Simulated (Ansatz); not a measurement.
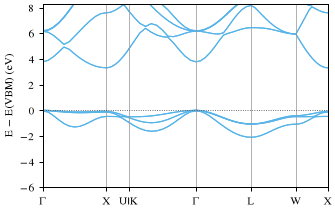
Band structure from plane-wave PAW PBE with spin–orbit coupling (Ansatz code)

**Question.** Read off the gap and where the band edges lie.

**Answer.** About 3.3 eV (3.31 eV by a search for the band edges); maximum at Γ, minimum at X.

The material is SrO (rock salt, space group No. 225).

Space group Fm-3m (rock salt). Symmetry was held in the PBE relaxation.

Potentials: the later of the program's two PAW sets.
